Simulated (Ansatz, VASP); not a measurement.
# CdSe (Cadmoselite): VASP beside Ansatz, part 3 of 3

One calculation is typed for both programs; each brings its own data sets and cutoff. How far apart do they land?  The cell comes out of the VASP series on this material, whose earlier steps may have relaxed, scaled or displaced it; both programs get it as it stands.

VASP 6.6.1 and Ansatz 0.2.0.

So far. Step 3 (VASP: band structure, r2SCAN with rVV10): The run ends at a pressure of 0.00 GPa, with forces up to 0.0023 eV/Å.

### 6. Ansatz: single point, r2SCAN with rVV10

Level of this step: Ansatz beside VASP: Kohn-Sham DFT, plane waves, r2SCAN with rVV10 (Ansatz).

The same cell, functional, mesh and smearing now go to Ansatz, which takes its cutoff from its data sets.

The cell comes out of the VASP series on this material, whose earlier steps may have relaxed, scaled or displaced it; both programs get it as it stands.

Input file input.yaml:

```yaml
crystal:
  lattice:
    - [4.3156289234, 0.0, 0.0]
    - [-2.1578144617, 3.737444281, 0.0]
    - [0.0, 0.0, 7.0446329691]
  atoms:
    - { symbol: Cd, position: [0.3333333333, 0.6666666667, 0.0046907969] }
    - { symbol: Cd, position: [0.6666666667, 0.3333333333, 0.5046907969] }
    - { symbol: Se, position: [0.3333333333, 0.6666666667, 0.3803092031] }
    - { symbol: Se, position: [0.6666666667, 0.3333333333, 0.8803092031] }
hamiltonian:
  xc: r2scan
  pseudopotentials: { kind: paw }
  dispersion: rvv10
kpoints:
  mp_grid: { grid: [9, 9, 5] }
scf:
  occupations: { method: gaussian, width: 0.05 }
  n_extra_bands: 5
output:
  forces: true
  stress: true
  eigenvalues: true
  write_density: true
  write_potential: true
  elf: true
  volumetric_format: npy
```

The run is started by

```
$ ansatz run input.yaml --threads 2 --pin off --max-ram 4608MiB --backend cpu --events-out ev --progress --plain --runs-dir out
```

Numbers of over 12 decimals in the logs are rounded to 6 here.

Log:

```text
[...]
Crystal: 4 atoms, lattice volume = 113.626 Å³
Basis set: ecut = 500 eV, 2875 PW (Γ), exchange–correlation on 144×144×240 points (64 copies of the dense FFT grid, shifted against one another)
Bands: 41, of which v1, the nominal top of the filled ones, is band 36 counted from 1 (35 counted from 0)
Symmetry: 12 space group operations
[...]
k-point 0: bands = [... 32 lower, 6.2647, 6.9721, 7.0228, 7.0228, 8.1106, 9.6613, 13.3966, 13.3966, ... 1 higher]
  k-point 1: bands = [... 32 lower, 6.3320, 6.3320, 6.9447, 6.9447, 8.8551, 9.7241, 13.3344, 13.4461, ... 1 higher]
  k-point 2: bands = [... 32 lower, 6.5128, 6.5128, 6.7464, 6.7464, 9.6450, 9.8335, 13.0697, 13.6230, ... 1 higher]
  k-point 35: bands = [... 32 lower, 4.3645, 4.7840, 5.8252, 5.8252, 11.3235, 11.3235, 12.5696, 13.5085, ... 1 higher]
[key lines of the parts left out:]
SCF converged after 7 iterations
Free energy (F): -27489.257427 eV
Fermi energy:    7.567487 eV
P = ⅓ Tr σ = 0.0048 GPa (0.048 kbar)
```

Elapsed: 19 s, on 2 threads of Arm Neoverse V2, shared host; peak memory 0.73 GiB; 37 s of CPU time.

The run ends at a pressure of 0.00 GPa, with forces up to 3.1e-4 eV/Å.

### 7. Differences

The two programs side by side:

```csv
quantity,Ansatz,VASP,difference
pressure (GPa),0.00,-0.02,+0.02
gap on the k mesh (eV),1.088,1.075,+0.012
```

Ansatz's pressure holds a Pulay correction of 0.04 GPa; VASP's holds none.

### 8. Ansatz: band structure, r2SCAN with rVV10, spin-orbit coupling

The same path points are solved in both programs, so levels can be compared one by one.

The cell comes out of the VASP series on this material, whose earlier steps may have relaxed, scaled or displaced it; both programs get it as it stands.

Input file input.yaml:

```yaml
crystal:
  lattice:
    - [4.3156289234, 0.0, 0.0]
    - [-2.1578144617, 3.737444281, 0.0]
    - [0.0, 0.0, 7.0446329691]
  atoms:
    - { symbol: Cd, position: [0.3333333333, 0.6666666667, 0.0046907969] }
    - { symbol: Cd, position: [0.6666666667, 0.3333333333, 0.5046907969] }
    - { symbol: Se, position: [0.3333333333, 0.6666666667, 0.3803092031] }
    - { symbol: Se, position: [0.6666666667, 0.3333333333, 0.8803092031] }
hamiltonian:
  xc: r2scan
  pseudopotentials: { kind: paw_fr }
  dispersion: rvv10
magnetization:
  noncollinear: true
  spin_orbit: true
kpoints:
  mp_grid: { grid: [5, 5, 3] }
  band_path:
    path:
      - [0.0, 0.0, 0.0]
      - [0.13333, 0.0, 0.0]
      - [0.3, 0.0, 0.0]
      - [0.46667, 0.0, 0.0]
      - [0.46667, 0.06667, 0.0]
      - [0.41111, 0.17778, 0.0]
      - [0.35556, 0.28889, 0.0]
      - [0.28889, 0.28889, 0.0]
      - [0.17778, 0.17778, 0.0]
      - [0.06667, 0.06667, 0.0]
      - [0.0, 0.0, 0.03333]
      - [0.0, 0.0, 0.2]
      - [0.0, 0.0, 0.36667]
      - [0.0, 0.0, 0.5]
      - [0.16667, 0.0, 0.5]
      - [0.3, 0.0, 0.5]
      - [0.46667, 0.0, 0.5]
      - [0.46667, 0.06667, 0.5]
      - [0.41111, 0.17778, 0.5]
      - [0.35556, 0.28889, 0.5]
      - [0.28889, 0.28889, 0.5]
      - [0.17778, 0.17778, 0.5]
      - [0.06667, 0.06667, 0.5]
      - [0.5, 0.0, 0.46667]
      - [0.5, 0.0, 0.3]
      - [0.5, 0.0, 0.13333]
      - [0.33333, 0.33333, 0.0]
      - [0.33333, 0.33333, 0.16667]
      - [0.33333, 0.33333, 0.33333]
      - [0.33333, 0.33333, 0.5]
    npoints: 1
scf:
  occupations: { method: gaussian, width: 0.05 }
  n_extra_bands: 16
output:
  forces: true
  stress: true
  eigenvalues: true
```

Log:

```text
[...]
non-collinear run that drives no moment, with spin-orbit: no starting moment large enough to seed its density (crystal.atoms[].spin), no starting occupations that ask for one, no magnetisation constraint and no magnetic field, so the semilocal B_xc is pinned to zero
Crystal: 4 atoms, lattice volume = 113.626 Å³
[...]
k-point 0: bands = [... 68 lower, 7.1137, 7.1137, 7.1442, 7.1442, 8.1150, 8.1150, 9.6624, 9.6624, ... 12 higher]
  k-point 1: bands = [... 68 lower, 6.7132, 6.7132, 6.9417, 6.9417, 9.4445, 9.4445, 9.8063, 9.8063, ... 12 higher]
  k-point 2: bands = [... 68 lower, 6.6055, 6.6161, 6.8252, 6.8496, 9.6410, 9.6492, 10.7659, 10.8029, ... 12 higher]
  k-point 9: bands = [... 68 lower, 5.4691, 5.4976, 5.9087, 5.9176, 10.8917, 10.9092, 11.5137, 11.5460, ... 12 higher]
[key lines of the parts left out:]
SCF converged after 8 iterations
Magnetization: |M| = 0.0000 μB,  M = (+0.0000, +0.0000, +0.0000) μB
Free energy (F): -27466.523394 eV
Fermi energy:    7.629599 eV
P = ⅓ Tr σ = -0.0100 GPa (-0.100 kbar)
```

Run time: 74 s. Hardware: 2 threads; peak memory 1.2 GiB; 2.4 min of CPU time.

### 9. VASP: band structure, r2SCAN with rVV10, spin-orbit coupling

The same cell, functional, mesh and smearing now go to VASP, with its own data sets and cutoff.

Input file INCAR:

```
SYSTEM = CdSe
PREC = Accurate
ENCUT = 400
EDIFF = 1E-06
NELM = 100
ISMEAR = 0
SIGMA = 0.05
LREAL = .FALSE.
ALGO = Normal
METAGGA = R2SCAN
LUSE_VDW = .TRUE.
IVDW_NL = 2
BPARAM = 11.95
CPARAM = 0.0093
LASPH = .TRUE.
LNONCOLLINEAR = .TRUE.
MAGMOM = 0 0 0 0 0 0 0 0 0 0 0 0
NBANDS = 48
GGA_COMPAT = .FALSE.
LSORBIT = .TRUE.
LORBIT = 11
LWAVE = .FALSE.
LCHARG = .FALSE.
KPAR = 4
```

Input file POSCAR:

```
CdSe
1.0
    4.3156289234      0.0000000000      0.0000000000
   -2.1578144617      3.7374442810      0.0000000000
    0.0000000000      0.0000000000      7.0446329691
Cd Se
2 2
Direct
    0.3333333333      0.6666666667      0.0046907969
    0.6666666667      0.3333333333      0.5046907969
    0.3333333333      0.6666666667      0.3803092031
    0.6666666667      0.3333333333      0.8803092031
```

Input file KPOINTS:

```
Automatic mesh
0
Gamma
5 5 3
0 0 0
```

Input file KPOINTS_OPT:

```
Line mode
16
Line-mode
Reciprocal
  0.00000000   0.00000000   0.00000000 GAMMA
  0.50000000   0.00000000   0.00000000 M

  0.50000000   0.00000000   0.00000000 M
  0.33333333   0.33333333   0.00000000 K

  0.33333333   0.33333333   0.00000000 K
  0.00000000   0.00000000   0.00000000 GAMMA

  0.00000000   0.00000000   0.00000000 GAMMA
  0.00000000   0.00000000   0.50000000 A

  0.00000000   0.00000000   0.50000000 A
  0.50000000   0.00000000   0.50000000 L

  0.50000000   0.00000000   0.50000000 L
  0.33333333   0.33333333   0.50000000 H

  0.33333333   0.33333333   0.50000000 H
  0.00000000   0.00000000   0.50000000 A

  0.50000000   0.00000000   0.50000000 L
  0.50000000   0.00000000   0.00000000 M

  0.33333333   0.33333333   0.00000000 K
  0.33333333   0.33333333   0.50000000 H
```

The projector-augmented-wave data sets are Cd and Se (PBE family, release 64).

The run is started by

```
$ mpirun -np 4 vasp_ncl
```

Log:

```text
[... set-up lines as in an earlier step ...]
 entering main loop
       N       E                     dE             d eps       ncg     rms          rms(c)
Total rVV10 correction in eV:      1.1451387    44.2282166
Total rVV10 correction in eV:      1.1451387    44.2282166
Total rVV10 correction in eV:      1.1451387    44.2282166
Total rVV10 correction in eV:      1.1451387    44.2282166
DAV:   1     0.153936063456E+03    0.15394E+03   -0.15062E+04  1440   0.113E+03
DAV:   2    -0.672746293627E+02   -0.22121E+03   -0.21496E+03  1648   0.311E+02
DAV:   3    -0.803528976599E+02   -0.13078E+02   -0.13004E+02  1680   0.759E+01
DAV:   4    -0.804785522330E+02   -0.12565E+00   -0.12555E+00  1616   0.704E+00
DAV:   5    -0.804796965304E+02   -0.11443E-02   -0.11442E-02  1696   0.596E-01    0.841E+00
Total rVV10 correction in eV:      1.1542931    44.2282163
Total rVV10 correction in eV:      1.1542931    44.2282163
Total rVV10 correction in eV:      1.1542931    44.2282163
Total rVV10 correction in eV:      1.1542931    44.2282163
[...]
Total rVV10 correction in eV:      1.1792018    44.2282163
Total rVV10 correction in eV:      1.1792018    44.2282163
   1 F= -.70717186E+02 E0= -.70717186E+02  d E =-.785277E-14  mag=     0.0000     0.0000     0.0000
 Start KPOINTS_OPT (optional k-point list driver)
k-point batch [1-15\144]
       N       E                     dE             ncg
DAV:   1     0.448656333145E+03   -0.46054E+04     1456
DAV:   2    -0.292554716576E+04   -0.33742E+04     1640
DAV:   3    -0.311457966160E+04   -0.18903E+03     1744
DAV:   4    -0.311638389316E+04   -0.18042E+01     1632
DAV:   5    -0.311640183702E+04   -0.17944E-01     1712
DAV:   6    -0.311640217132E+04   -0.33430E-03     1648
DAV:   7    -0.311640218032E+04   -0.90008E-05     1480
DAV:   8    -0.311640218061E+04   -0.28608E-06     1104
[...]
k-point batch [136-144\144]
       N       E                     dE             ncg
DAV:   1     0.594108321299E+04   -0.86915E+04      864
DAV:   2     0.400395776359E+04   -0.19371E+04      992
DAV:   3     0.390180595226E+04   -0.10215E+03     1040
DAV:   4     0.390099326820E+04   -0.81268E+00      880
DAV:   5     0.390098788815E+04   -0.53800E-02      968
DAV:   6     0.390098781883E+04   -0.69318E-04      912
DAV:   7     0.390098781741E+04   -0.14239E-05      816
DAV:   8     0.390098781737E+04   -0.41223E-07      608
```

From OUTCAR (step 9):

```text
  Total        0.0162027      0.0162027     -0.0331491      0.0000000      0.0000000      0.0000000
  in kB        0.2284650      0.2284650     -0.4674180      0.0000000      0.0000000      0.0000000
  external PRESSURE =      -0.0034960 kB  Pullay stress =       0.0000000 kB

 POSITION                                       TOTAL-FORCE (eV/Angst)
 -----------------------------------------------------------------------------------
     -0.00000      2.49163      0.03304         0.000000      0.000000      0.005307
      2.15781      1.24581      3.55536        -0.000000      0.000000      0.005307
     -0.00000      2.49163      2.67914         0.000000     -0.000000     -0.005307
      2.15781      1.24581      6.20146        -0.000000      0.000000     -0.005307
 -----------------------------------------------------------------------------------
    total drift:                               -0.000000      0.000000      0.008144

  FREE ENERGIE OF THE ION-ELECTRON SYSTEM (eV)
  ---------------------------------------------------
  free  energy   TOTEN  =       -70.7171856437 eV

  energy  without entropy=      -70.7171856437  energy(sigma->0) =      -70.71718564

 magnetization (x)
# of ion       s       p       d       tot
------------------------------------------
    1        0.000   0.000   0.000   0.000
    2       -0.000   0.000  -0.000  -0.000
    3        0.000  -0.000   0.000  -0.000
    4        0.000   0.000  -0.000   0.000
--------------------------------------------------
tot          0.000   0.000  -0.000   0.000

 magnetization (y)
# of ion       s       p       d       tot
------------------------------------------
    1        0.000   0.000   0.000   0.000
    2        0.000   0.000   0.000   0.000
    3        0.000   0.000   0.000   0.000
    4        0.000   0.000   0.000   0.000
--------------------------------------------------
tot          0.000   0.000   0.000   0.000

 magnetization (z)
# of ion       s       p       d       tot
------------------------------------------
    1        0.000   0.000   0.000   0.000
    2        0.000   0.000  -0.000  -0.000
    3        0.000  -0.000   0.000  -0.000
    4        0.000  -0.000   0.000  -0.000
--------------------------------------------------
tot          0.000  -0.000   0.000   0.000

[... 1 part as in an earlier step ...]

[... 2 further parts left out ...]
[key lines of the parts left out:]
E-fermi :   0.9255
```

The run ends at a pressure of 0.00 GPa, with forces up to 0.0053 eV/Å.

### 10. Comparison

What differs besides the data sets and the points named for the pairs above, as far as they apply: spin-orbit coupling enters by fully relativistic files in Ansatz and inside the spheres in VASP; the data sets hold 72 valence electrons in Ansatz (fully relativistic PAW (standard-fr) files) and 36 in VASP. Total energies have different zeros and are not compared.

The two programs side by side:

```csv
quantity,Ansatz,VASP,difference
pressure (GPa),-0.01,0.00,-0.01
gap over the path points (eV),0.971,0.957,+0.014
```

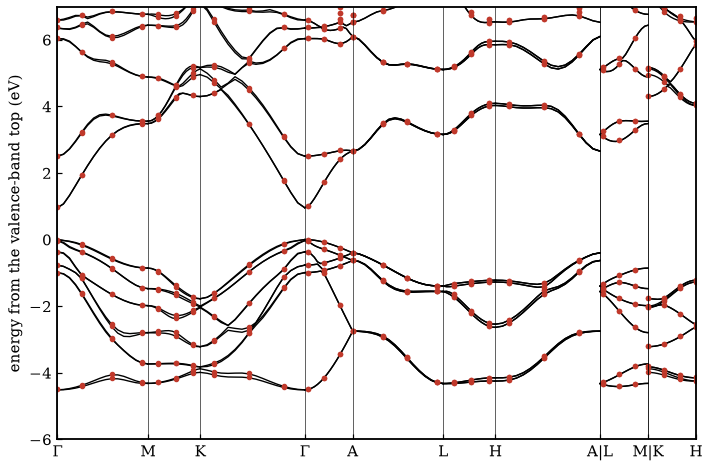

Bands from VASP (lines) and levels from Ansatz (dots). Dots without a line are higher empty bands that the VASP plot leaves out.

Levels at points of the path, from each program's valence-band top (eV; 8 filled, then empty):

```
k (reciprocal lattice)                                                                         Ansatz                                                                           VASP
     0.000 0.000 0.000    -0.76 -0.76 -0.37 -0.37 -0.03 -0.03 0.00 0.00 0.97 0.97 2.52 2.52 6.05 6.05    -0.77 -0.77 -0.37 -0.37 -0.03 -0.03 0.00 0.00 0.96 0.96 2.50 2.50 6.04 6.04
     0.133 0.000 0.000  -1.17 -1.16 -1.06 -1.05 -0.38 -0.36 -0.16 -0.14 1.93 1.94 3.20 3.23 5.64 5.65  -1.17 -1.16 -1.07 -1.05 -0.38 -0.36 -0.17 -0.14 1.92 1.93 3.19 3.22 5.63 5.64
     0.300 0.000 0.000  -2.61 -2.54 -1.64 -1.64 -0.87 -0.86 -0.59 -0.56 3.13 3.14 3.73 3.75 5.28 5.33  -2.62 -2.55 -1.65 -1.65 -0.87 -0.86 -0.59 -0.57 3.13 3.13 3.72 3.74 5.28 5.33
     0.467 0.000 0.000  -2.81 -2.78 -1.97 -1.97 -1.44 -1.44 -0.85 -0.84 3.48 3.49 3.57 3.57 4.91 4.91  -2.83 -2.79 -1.98 -1.97 -1.45 -1.45 -0.85 -0.85 3.48 3.48 3.56 3.56 4.90 4.90
     0.467 0.067 0.000  -2.79 -2.75 -2.08 -2.05 -1.50 -1.48 -0.96 -0.95 3.63 3.65 3.74 3.74 4.84 4.86  -2.81 -2.76 -2.09 -2.06 -1.51 -1.49 -0.97 -0.96 3.62 3.65 3.73 3.73 4.83 4.85
     0.411 0.178 0.000  -2.89 -2.79 -2.37 -2.27 -1.67 -1.61 -1.41 -1.37 4.25 4.29 4.58 4.62 4.63 4.64  -2.90 -2.80 -2.38 -2.28 -1.68 -1.61 -1.42 -1.38 4.25 4.29 4.58 4.61 4.62 4.63
     0.356 0.289 0.000  -3.17 -3.14 -2.16 -2.12 -1.92 -1.88 -1.74 -1.72 4.33 4.33 4.88 5.00 5.16 5.21  -3.19 -3.16 -2.17 -2.13 -1.93 -1.88 -1.75 -1.72 4.32 4.32 4.88 5.00 5.16 5.22
     0.289 0.289 0.000  -3.05 -3.02 -2.33 -2.30 -1.76 -1.75 -1.61 -1.61 4.41 4.41 4.71 4.80 5.18 5.24  -3.06 -3.03 -2.34 -2.31 -1.77 -1.76 -1.62 -1.61 4.39 4.40 4.71 4.80 5.18 5.24
     0.178 0.178 0.000  -2.71 -2.63 -1.92 -1.90 -0.97 -0.97 -0.78 -0.75 3.46 3.47 4.49 4.56 5.31 5.37  -2.72 -2.64 -1.93 -1.91 -0.97 -0.97 -0.78 -0.75 3.46 3.47 4.49 4.55 5.30 5.36
     0.067 0.067 0.000  -1.12 -1.12 -0.89 -0.88 -0.35 -0.33 -0.14 -0.12 1.77 1.78 3.08 3.10 5.74 5.75  -1.13 -1.12 -0.90 -0.89 -0.35 -0.33 -0.14 -0.12 1.76 1.77 3.06 3.09 5.73 5.73
```

Among the levels compared (up to four filled and three empty ones at each point), filled levels agree within 13 meV and empty ones within 16 meV. Ansatz's pressure holds a Pulay correction of 0.04 GPa; VASP's holds none.

### 11. What came out

```
difference in gap over the path points (band structure, r2SCAN with rVV10)                      : 0.012 eV
difference in gap on the k mesh (single point, r2SCAN with rVV10)                               : 0.012 eV
difference in gap over the path points (band structure, r2SCAN with rVV10, spin-orbit coupling) : 0.014 eV
```

In words: The difference in gap over the path points is 0.014 eV (band structure, r2SCAN with rVV10, spin-orbit coupling), within the 0.08 eV picked in this series as the mark of a large difference. Differences of this kind measure data sets and numerical settings, not the functional's error against experiment.

[Lines on the potential files, build, host, timing and source positions are cut from VASP's logs without a mark.]

[Logs are printed without paths, hosts, clocks, repeated set-up lines and the standing remarks that a program may print on its own settings, such as how far it seeks lower states.]

[Hosts, paths, dates, database ids (printed as entryN), source tags and the programs' standing remarks are cut or masked in the printed files.]
